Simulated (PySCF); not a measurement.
## Electronic structure of C5H16N2Si in real space

```xyz
24

C    -2.0385    1.6575    1.0615
C    -2.0141    0.5424    0.0252
C    -0.8035   -0.3831    0.1606
C    -0.9118   -1.5125   -0.8650
Si    0.8849    0.5105   -0.0020
N     0.8234    1.4211   -1.4681
N     2.2629   -0.4954   -0.2457
C     2.7077   -1.4557    0.7324
H    -1.2000    2.3353    0.9226
H    -2.9606    2.2305    0.9823
H    -1.9777    1.2432    2.0655
H    -2.9282   -0.0517    0.1278
H    -2.0222    0.9762   -0.9776
H    -0.8527   -0.8380    1.1571
H    -0.8470   -1.1150   -1.8757
H    -1.8615   -2.0387   -0.7649
H    -0.1094   -2.2345   -0.7303
H     1.1951    1.2365    1.2433
H     0.0511    2.0544   -1.5878
H     1.6742    1.8677   -1.7694
H     2.4209   -0.8233   -1.1864
H     3.7625   -1.6903    0.5752
H     2.1395   -2.3937    0.7032
H     2.5934   -1.0237    1.7239
```

Geometry: GFN2-xTB.

Method: PySCF 2.14.0, PBE0/pcSseg-1, SCF density, gas phase, non-relativistic.

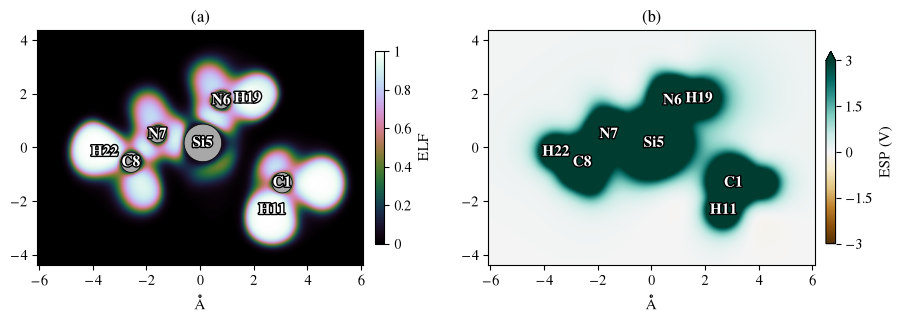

Figure 1. (a) ELF; (b) molecular electrostatic potential on the plane of atoms Si5, N6 and H19. Grey discs cover the atomic cores in the ELF map.

**Describe what can be read from this map.**

Atoms in the plane: C, Si, N and H. C–N (1.44 Å): the ELF peaks at about 0.90 between the atoms, as expected for localised, covalent bonding. Si–N (1.72 Å): the ELF peaks at about 0.90 between the atoms; a shared but strongly polarised pair. N–H (1.01 Å): the ELF climbs to about 1 towards the hydrogen, as it does in any bond to H (an ordinary covalent bond to hydrogen). C–H (1.09 Å): the ELF climbs to about 1 towards the hydrogen: a covalent bond by its length. The potential has no marked negative region in this plane.

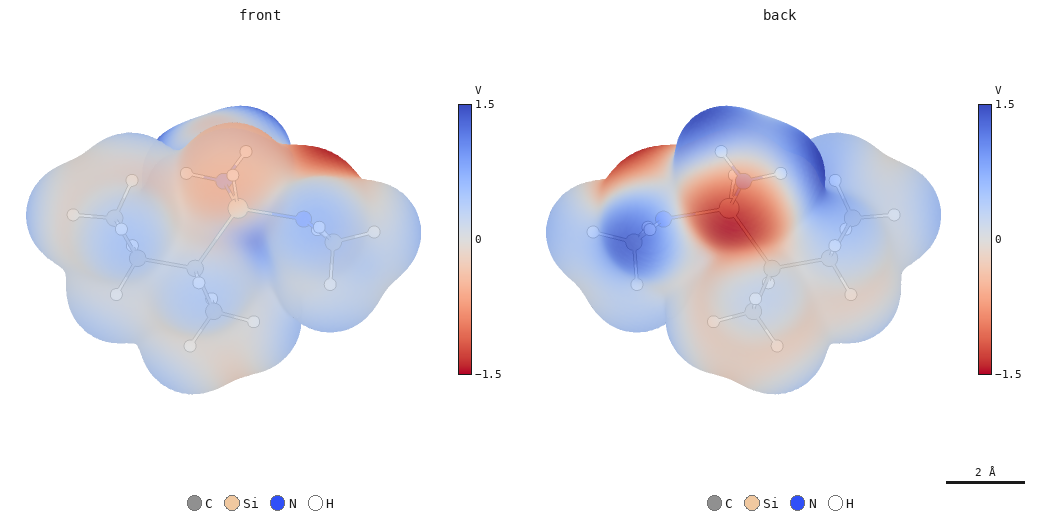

Figure 2. The electrostatic potential painted on the density surface at 0.002 e/bohr³, seen from the front and from behind; the colour scale runs from red (negative) to blue (positive).

**Which sites attract a positive test charge, and which a negative one?**

A positive charge is drawn to the negative regions and a negative charge to the positive ones. The most negative region (about −1.4 V) lies over N6 and N7, the most positive (about +1.4 V) over H19 and H20.
